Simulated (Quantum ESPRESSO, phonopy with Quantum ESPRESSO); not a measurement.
# LiF (Fm-3m): phonons against volume, part 7 of 8

Aim: how the vibrations of LiF shift with volume, and the expansion that follows.

What experiment has found for this phase:
- volume expansion coefficient 99.6 1e-6/K and heat capacity C_P per formula unit 42 J/mol/K near room temperature (given in “High-Throughput Prediction of Finite-Temperature Properties using the Quasi-Harmonic Approximation”, 2016, arXiv:1603.06924)
- volume expansion coefficient 106.5 1e-6/K near room temperature (given in “Descriptors for thermal expansion in solids”, 2017, arXiv:1701.03966)

Quantum ESPRESSO 7.5; DFT LDA, scalar-relativistic, plane waves, PseudoDojo norm-conserving pseudopotentials.

So far. Step 13 (Self-consistent run, V/V0 0.985): The run ends at a pressure of 1.35 GPa. Step 14 (Born charges and dielectric tensor): The Born charges sum to zero within 1.5e-4 e; the rest is removed before use. Acoustic frequencies in this log differ from zero by the error of the sum rule, which ph.x does not impose.

## 16. Lattice dynamics at this volume, V/V0 0.985

This step: DFT LDA, scalar-relativistic, plane waves, PseudoDojo norm-conserving pseudopotentials (phonopy with Quantum ESPRESSO 4.10.0 / 7.5).

Run time: 7.1 min. Hardware: 8 threads of Arm Neoverse V2, shared host; 56 min of CPU time.

Phonopy, LO-TO term from ph.x's tensors. Phonon branches along the path, in cm⁻¹:

| point | branch 1 | branch 2 | branch 3 | branch 4 | branch 5 | branch 6 |
| --- | --- | --- | --- | --- | --- | --- |
| Γ | 0 | 0 | 0 | 357 | 357 | 681 |
| X | 261 | 261 | 383 | 383 | 391 | 476 |
| U | 262 | 332 | 365 | 367 | 453 | 456 |
| jump to K | 262 | 332 | 365 | 367 | 453 | 456 |
| Γ | 0 | 0 | 0 | 357 | 357 | 681 |
| L | 242 | 242 | 336 | 336 | 409 | 636 |
| W | 296 | 342 | 342 | 407 | 435 | 435 |
| X | 261 | 261 | 383 | 383 | 391 | 476 |

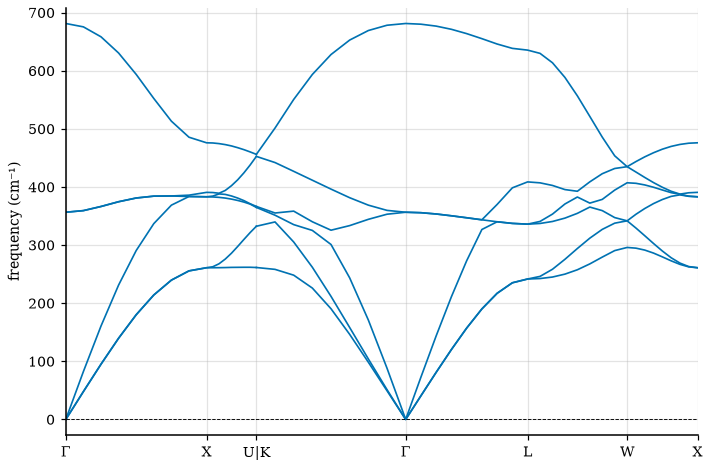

Phonon branches along the path.

No mode is imaginary beyond numerical noise along the path. The highest zone-centre mode (no LO–TO term) moved by +3.9 % for a volume change of -1.5 %.

The time given is that of the 2 pw.x runs on displaced cells behind this step.

## 17. Self-consistent run, V/V0 1.03

A tight ground state at this cell gives the energy of this member; its pressure is the stress at this cutoff, which can carry an offset from the finite basis.

This step: DFT LDA, scalar-relativistic, plane waves, PseudoDojo norm-conserving pseudopotentials (Quantum ESPRESSO 7.5).

System of this step: LiF. Symmetry: Fm-3m, No. 225, cubic system. Conventional cell: a = 3.944 Å, b = 3.944 Å, c = 3.944 Å, α = 90.00°, β = 90.00°, γ = 90.00°. Nearest to Li lie 6 F at 1.97 Å. Nearest to F lie 6 Li at 1.97 Å. Farther neighbours and most contacts between anions are not listed.

scf.in

```
&CONTROL
  calculation = 'scf'
  prefix      = 'x'
  outdir      = './tmp'
  pseudo_dir  = './pseudo'
  tprnfor     = .true.
  tstress     = .true.
/
&SYSTEM
  ibrav       = 0
  nat         = 2
  ntyp        = 2
  ecutwfc     = 84.0
  occupations = 'fixed'
  nbnd        = 7
/
&ELECTRONS
  conv_thr         = 1.0d-12
  mixing_beta      = 0.7
  electron_maxstep = 100
/
ATOMIC_SPECIES
 Li      6.9400  Li.upf
 F      18.9984  F.upf
CELL_PARAMETERS angstrom
     0.000000000    1.971763449    1.971763449
     1.971763449    0.000000000    1.971763449
     1.971763449    1.971763449    0.000000000
ATOMIC_POSITIONS crystal
 Li     0.000000000   0.000000000   0.000000000
 F      0.500000000   0.500000000   0.500000000
K_POINTS automatic
 12 12 12 0 0 0
```

Command:

```sh
$ OMP_NUM_THREADS=1 mpirun -n 8 pw.x -nk 8 -in scf.in > scf.out
```

The program printed:

```text
[banner, memory and clock lines left out]
Program PWSCF v.7.5

     Message from routine setup:
     using ibrav=0 with symmetry is DISCOURAGED, use correct ibrav instead

     G-vector sticks info

     bravais-lattice index     =            0
     lattice parameter (alat)  =       5.2695  a.u.
     unit-cell volume          =     103.4644 (a.u.)^3
     number of atoms/cell      =            2
     number of atomic types    =            2
     number of electrons       =        10.00
[...]
atom    2 type  2   force =    -0.00000000    0.00000000    0.00000000

     Total force =     0.000000     Total SCF correction =     0.000000

     Computing stress (Cartesian axis) and pressure

          total   stress  (Ry/bohr**3)                   (kbar)     P=      -24.27
  -0.00016496   0.00000000   0.00000000          -24.27        0.00        0.00
   0.00000000  -0.00016496   0.00000000            0.00      -24.27        0.00
   0.00000000   0.00000000  -0.00016496            0.00        0.00      -24.27

     XML data file, charge density, pseudopotentials, collected wavefunctions
[key lines of the parts left out:]
!    total energy              =     -63.66293712 Ry
convergence has been achieved in  10 iterations
```

The job ended after 1.6 s (8 MPI ranks; 12 s of CPU time).

The run ends at a pressure of -2.43 GPa.

## 18. Zone-centre response

In a polar crystal the Born charges and ε∞ give the long-range dipole term that a finite supercell misses. They are those of this k-mesh and were not tested on a denser one; where the gap is small they converge slowly, and the LO modes with them.

ph.in

```
phonons
&INPUTPH
  prefix = 'x'
  outdir = './tmp'
  fildyn = 'x.dyn'
  tr2_ph = 1.0d-18
  epsil  = .true.
/
0.000000000 0.000000000 0.000000000
```

scf.in is that of step 17.

Command:

```sh
$ OMP_NUM_THREADS=1 mpirun -n 8 ph.x -nk 8 -in ph.in > ph.out
```

The program printed:

```text
[banner, memory and clock lines left out]
Program PHONON v.7.5

     ./tmp/x.save/

     IMPORTANT: XC functional enforced from input :
     Exchange-correlation= PW
                           (   1   4   0   0   0   0   0)
     Any further DFT definition will be discarded
     Please, verify this is what you really want

     G-vector sticks info

     Reading collected, re-writing distributed wavefunctions in ./tmp/

     Number and degeneracy of irreps per q-point
       N         xq(1)         xq(2)         xq(3)   N irreps
[...]
freq (    1) =       0.048269 [THz] =       1.610088 [cm-1]
     freq (    2) =       0.048269 [THz] =       1.610088 [cm-1]
     freq (    3) =       0.048269 [THz] =       1.610088 [cm-1]
     freq (    4) =       9.489657 [THz] =     316.540886 [cm-1]
     freq (    5) =       9.489657 [THz] =     316.540886 [cm-1]
     freq (    6) =       9.489657 [THz] =     316.540886 [cm-1]
 **************************************************************************

     Mode symmetry, O_h (m-3m)  point group:

     freq (   1-   3) =          1.6  [cm-1]   --> T_1u G_15  G_4- I
     freq (   4-   6) =        316.5  [cm-1]   --> T_1u G_15  G_4- I
```

Run time: 14 s. Hardware: 8 MPI ranks; 1.8 min of CPU time.

ε∞:

```
2.11 0.00 0.00
0.00 2.11 0.00
0.00 0.00 2.11
```

The Born charges sum to zero within 1.5e-4 e; the rest is removed before use. Acoustic frequencies in this log differ from zero by the error of the sum rule, which ph.x does not impose.

## 19. Forces on a displaced cell

One atom (for the harmonic constants) or a pair of atoms (for the cubic ones) is moved by a few hundredths of an ångström; the forces on all atoms give a column of force constants. The threshold is tight because the forces are small.

System of this step: LiF. The cell holds 54 atoms: 27 Li and 27 F. Its edges and angles: a = 8.365 Å, b = 8.365 Å, c = 8.365 Å, α = 60.0°, β = 60.0°, γ = 60.0°. It derives from LiF, repeated 3×3×3.

disp-00001.in

```
&CONTROL
  calculation = 'scf'
  prefix      = 'x'
  outdir      = './tmp'
  pseudo_dir  = './pseudo'
  tprnfor     = .true.
  disk_io     = 'none'
/
&SYSTEM
  ibrav       = 0
  nat         = 54
  ntyp        = 2
  ecutwfc     = 84.0
  occupations = 'fixed'
  nbnd        = 137
/
&ELECTRONS
  conv_thr         = 1.0d-11
  mixing_beta      = 0.7
  electron_maxstep = 100
/
ATOMIC_SPECIES
 Li      6.9400  Li.upf
 F      18.9984  F.upf
CELL_PARAMETERS angstrom
     0.000000000    5.915290347    5.915290347
     5.915290347    0.000000000    5.915290347
     5.915290347    5.915290347    0.000000000
ATOMIC_POSITIONS crystal
 Li     0.002390776   0.000000000   0.000000000
 Li     0.333333333   0.000000000   0.000000000
 Li     0.666666667   0.000000000   0.000000000
 Li     0.000000000   0.333333333   0.000000000
 Li     0.333333333   0.333333333   0.000000000
 Li     0.666666667   0.333333333   0.000000000
 Li     0.000000000   0.666666667   0.000000000
 Li     0.333333333   0.666666667   0.000000000
 Li     0.666666667   0.666666667   0.000000000
 Li     0.000000000   0.000000000   0.333333333
 Li     0.333333333   0.000000000   0.333333333
 Li     0.666666667   0.000000000   0.333333333
 Li     0.000000000   0.333333333   0.333333333
 Li     0.333333333   0.333333333   0.333333333
 Li     0.666666667   0.333333333   0.333333333
 Li     0.000000000   0.666666667   0.333333333
 Li     0.333333333   0.666666667   0.333333333
 Li     0.666666667   0.666666667   0.333333333
 Li     0.000000000   0.000000000   0.666666667
 Li     0.333333333   0.000000000   0.666666667
 Li     0.666666667   0.000000000   0.666666667
 Li     0.000000000   0.333333333   0.666666667
 Li     0.333333333   0.333333333   0.666666667
 Li     0.666666667   0.333333333   0.666666667
 Li     0.000000000   0.666666667   0.666666667
 Li     0.333333333   0.666666667   0.666666667
 Li     0.666666667   0.666666667   0.666666667
 F      0.166666667   0.166666667   0.166666667
 F      0.500000000   0.166666667   0.166666667
 F      0.833333333   0.166666667   0.166666667
 F      0.166666667   0.500000000   0.166666667
 F      0.500000000   0.500000000   0.166666667
 F      0.833333333   0.500000000   0.166666667
 F      0.166666667   0.833333333   0.166666667
 F      0.500000000   0.833333333   0.166666667
 F      0.833333333   0.833333333   0.166666667
 F      0.166666667   0.166666667   0.500000000
 F      0.500000000   0.166666667   0.500000000
 F      0.833333333   0.166666667   0.500000000
 F      0.166666667   0.500000000   0.500000000
 F      0.500000000   0.500000000   0.500000000
 F      0.833333333   0.500000000   0.500000000
 F      0.166666667   0.833333333   0.500000000
 F      0.500000000   0.833333333   0.500000000
 F      0.833333333   0.833333333   0.500000000
 F      0.166666667   0.166666667   0.833333333
 F      0.500000000   0.166666667   0.833333333
 F      0.833333333   0.166666667   0.833333333
 F      0.166666667   0.500000000   0.833333333
 F      0.500000000   0.500000000   0.833333333
 F      0.833333333   0.500000000   0.833333333
 F      0.166666667   0.833333333   0.833333333
 F      0.500000000   0.833333333   0.833333333
 F      0.833333333   0.833333333   0.833333333
K_POINTS automatic
 3 3 3 0 0 0
```

Command:

```sh
$ OMP_NUM_THREADS=1 mpirun -n 4 pw.x -nk 4 -in disp-00001.in > disp-00001.out
```

The program printed:

```text
[banner, memory and clock lines left out]
Program PWSCF v.7.5

     Message from routine setup:
     using ibrav=0 with symmetry is DISCOURAGED, use correct ibrav instead

     G-vector sticks info

     bravais-lattice index     =            0
     lattice parameter (alat)  =      15.8085  a.u.
     unit-cell volume          =    2793.5394 (a.u.)^3
     number of atoms/cell      =           54
     number of atomic types    =            2
     number of electrons       =       270.00
[...]
atom    1 type  1   force =     0.00000000   -0.00226480   -0.00226480
     atom    2 type  1   force =    -0.00000000    0.00048992    0.00048992
     atom    3 type  1   force =     0.00000000    0.00047809    0.00047809
[...]
atom   53 type  2   force =     0.00017445   -0.00010553   -0.00010553
     atom   54 type  2   force =    -0.00017152   -0.00010484   -0.00010484

     Total force =     0.003832     Total SCF correction =     0.000000
     Message from routine punch:
     Nothing written, as per user request (disk_io='none')
[key lines of the parts left out:]
!    total energy              =   -1718.89924139 Ry
convergence has been achieved in  13 iterations
```

Wall time 7.2 min (4 MPI ranks); 29 min of CPU time.

## 20. Phonons, V/V0 1.03

This step: DFT LDA, scalar-relativistic, plane waves, PseudoDojo norm-conserving pseudopotentials (phonopy with Quantum ESPRESSO 4.10.0 / 7.5).

Wall time 7.2 min (8 threads).

Phonopy, LO-TO term from ph.x's tensors. Phonon branches along the path, in cm⁻¹:

```
    point  branch 1  branch 2  branch 3  branch 4  branch 5  branch 6
        Γ         0         0         0       317       317       654
        X       254       254       342       342       358       455
        U       248       313       330       339       423       430
jump to K       248       313       330       339       424       430
        Γ         0         0         0       317       317       654
        L       220       220       304       304       388       610
        W       275       322       322       379       404       404
        X       254       254       342       342       358       455
```

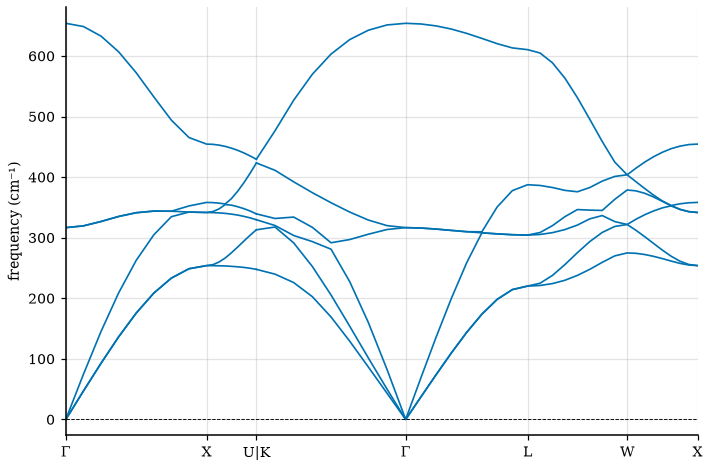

Phonon branches along the path.

No mode is imaginary beyond numerical noise along the path. The highest zone-centre mode (no LO–TO term) moved by -7.7 % for a volume change of +3.0 %.

The time given is that of the 2 pw.x runs on displaced cells behind this step.

## 21. Self-consistent run, V/V0 0.97

A tight ground state at this cell gives the energy of this member; its pressure is the stress at this cutoff, which can carry an offset from the finite basis.

This step: DFT LDA, scalar-relativistic, plane waves, PseudoDojo norm-conserving pseudopotentials (Quantum ESPRESSO 7.5).

System of this step: LiF. It takes space group Fm-3m (No. 225, cubic). Conventional cell: a = 3.865 Å, b = 3.865 Å, c = 3.865 Å, α = 90.00°, β = 90.00°, γ = 90.00°. Nearest to Li lie 6 F at 1.93 Å. F has 6 Li at 1.93 Å nearest. Farther neighbours and most contacts between anions are not listed.

Changes to scf.in since step 18:

```diff
@@ -25,5 +25,5 @@
 CELL_PARAMETERS angstrom
-     0.000000000    1.971763449    1.971763449
-     1.971763449    0.000000000    1.971763449
-     1.971763449    1.971763449    0.000000000
+     0.000000000    1.932708314    1.932708314
+     1.932708314    0.000000000    1.932708314
+     1.932708314    1.932708314    0.000000000
 ATOMIC_POSITIONS crystal
```

Command:

```sh
$ OMP_NUM_THREADS=1 mpirun -n 8 pw.x -nk 8 -in scf.in > scf.out
```

The program printed:

```text
[banner, memory and clock lines left out]
Program PWSCF v.7.5

     Message from routine setup:
     using ibrav=0 with symmetry is DISCOURAGED, use correct ibrav instead

     G-vector sticks info

     bravais-lattice index     =            0
     lattice parameter (alat)  =       5.1651  a.u.
     unit-cell volume          =      97.4374 (a.u.)^3
     number of atoms/cell      =            2
     number of atomic types    =            2
     number of electrons       =        10.00
[...]
atom    2 type  2   force =     0.00000000    0.00000000    0.00000000

     Total force =     0.000000     Total SCF correction =     0.000000

     Computing stress (Cartesian axis) and pressure

          total   stress  (Ry/bohr**3)                   (kbar)     P=       28.23
   0.00019188  -0.00000000   0.00000000           28.23       -0.00        0.00
  -0.00000000   0.00019188  -0.00000000           -0.00       28.23       -0.00
   0.00000000  -0.00000000   0.00019188            0.00       -0.00       28.23

     XML data file, charge density, pseudopotentials, collected wavefunctions
[key lines of the parts left out:]
!    total energy              =     -63.66290540 Ry
convergence has been achieved in  10 iterations
```

The job ended after 1.6 s (8 MPI ranks).

The run ends at a pressure of 2.82 GPa.

## 22. Born charges and dielectric tensor

In a polar crystal the Born charges and ε∞ give the long-range dipole term that a finite supercell misses. They are those of this k-mesh and were not tested on a denser one; where the gap is small they converge slowly, and the LO modes with them.

ph.in is that of step 18.

scf.in is that of step 21.

Command:

```sh
$ OMP_NUM_THREADS=1 mpirun -n 8 ph.x -nk 8 -in ph.in > ph.out
```

The program printed:

```text
[banner, memory and clock lines left out]
Program PHONON v.7.5

     ./tmp/x.save/

     IMPORTANT: XC functional enforced from input :
     Exchange-correlation= PW
                           (   1   4   0   0   0   0   0)
     Any further DFT definition will be discarded
     Please, verify this is what you really want

     G-vector sticks info

     Reading collected, re-writing distributed wavefunctions in ./tmp/

     Number and degeneracy of irreps per q-point
       N         xq(1)         xq(2)         xq(3)   N irreps
[...]
freq (    1) =       0.060502 [THz] =       2.018137 [cm-1]
     freq (    2) =       0.060502 [THz] =       2.018137 [cm-1]
     freq (    3) =       0.060502 [THz] =       2.018137 [cm-1]
     freq (    4) =      11.100153 [THz] =     370.261240 [cm-1]
     freq (    5) =      11.100153 [THz] =     370.261240 [cm-1]
     freq (    6) =      11.100153 [THz] =     370.261240 [cm-1]
 **************************************************************************

     Mode symmetry, O_h (m-3m)  point group:

     freq (   1-   3) =          2.0  [cm-1]   --> T_1u G_15  G_4- I
     freq (   4-   6) =        370.3  [cm-1]   --> T_1u G_15  G_4- I
```

The job ended after 13 s (8 MPI ranks).

ε∞:

```
2.12 0.00 0.00
0.00 2.12 0.00
0.00 0.00 2.12
```

The Born charges sum to zero within 1.5e-4 e; the rest is removed before use. Acoustic frequencies in this log differ from zero by the error of the sum rule, which ph.x does not impose.

## 23. Forces on a displaced cell

One atom (for the harmonic constants) or a pair of atoms (for the cubic ones) is moved by a few hundredths of an ångström; the forces on all atoms give a column of force constants. The threshold is tight because the forces are small.

System of this step: LiF. The cell holds 54 atoms: 27 Li and 27 F. Cell: a = 8.200 Å, b = 8.200 Å, c = 8.200 Å, α = 60.0°, β = 60.0°, γ = 60.0°. It derives from LiF, repeated 3×3×3.

Changes to disp-00001.in since step 19:

```diff
@@ -25,7 +25,7 @@
 CELL_PARAMETERS angstrom
-     0.000000000    5.915290347    5.915290347
-     5.915290347    0.000000000    5.915290347
-     5.915290347    5.915290347    0.000000000
+     0.000000000    5.798124943    5.798124943
+     5.798124943    0.000000000    5.798124943
+     5.798124943    5.798124943    0.000000000
 ATOMIC_POSITIONS crystal
- Li     0.002390776   0.000000000   0.000000000
+ Li     0.002439088   0.000000000   0.000000000
  Li     0.333333333   0.000000000   0.000000000
```

Command:

```sh
$ OMP_NUM_THREADS=1 mpirun -n 4 pw.x -nk 4 -in disp-00001.in > disp-00001.out
```

The program printed:

```text
[banner, memory and clock lines left out]
Program PWSCF v.7.5

     Message from routine setup:
     using ibrav=0 with symmetry is DISCOURAGED, use correct ibrav instead

     G-vector sticks info

     bravais-lattice index     =            0
     lattice parameter (alat)  =      15.4954  a.u.
     unit-cell volume          =    2630.8089 (a.u.)^3
     number of atoms/cell      =           54
     number of atomic types    =            2
     number of electrons       =       270.00
[...]
atom    1 type  1   force =    -0.00000000   -0.00271901   -0.00271901
     atom    2 type  1   force =     0.00000000    0.00051894    0.00051894
     atom    3 type  1   force =     0.00000000    0.00050594    0.00050594
[...]
atom   53 type  2   force =     0.00017941   -0.00010809   -0.00010809
     atom   54 type  2   force =    -0.00017636   -0.00010738   -0.00010738

     Total force =     0.004475     Total SCF correction =     0.000000
     Message from routine punch:
     Nothing written, as per user request (disk_io='none')
[key lines of the parts left out:]
!    total energy              =   -1718.89837508 Ry
convergence has been achieved in  12 iterations
```

The job ended after 6.7 min (4 MPI ranks).

## 24. Lattice dynamics at this volume, V/V0 0.97

This step: DFT LDA, scalar-relativistic, plane waves, PseudoDojo norm-conserving pseudopotentials (phonopy with Quantum ESPRESSO 4.10.0 / 7.5).

Wall time 6.9 min (8 threads).

Phonopy, LO-TO term from ph.x's tensors. The phonon branches at the labelled points (cm⁻¹):

```csv
point,branch 1,branch 2,branch 3,branch 4,branch 5,branch 6
Γ,0,0,0,370,370,691
X,263,263,398,398,400,486
U,266,339,372,380,463,467
jump to K,266,339,372,380,464,467
Γ,0,0,0,370,370,691
L,249,249,347,347,416,644
W,303,347,347,417,447,447
X,263,263,398,398,400,486
```

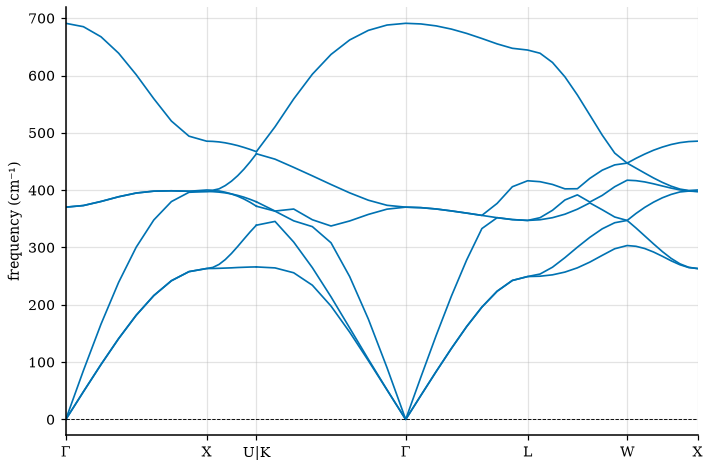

Phonon branches along the path.

No mode is imaginary beyond numerical noise along the path. The highest zone-centre mode (no LO–TO term) moved by +8.0 % for a volume change of -3.0 %.

The time given is that of the 2 pw.x runs on displaced cells behind this step.

(Continued in part 8 of 8.)

[Logs are printed without paths, hosts, clocks, repeated set-up lines and the standing remarks that a program may print on its own settings, such as how far it seeks lower states.]

[Hosts, paths, dates, database ids (printed as entryN), source tags and the programs' standing remarks are cut or masked in the printed files.]

[A step with changed settings may run another functional than the one named; its input shows which.]

[Of the runs on displaced cells, only some may be shown.]
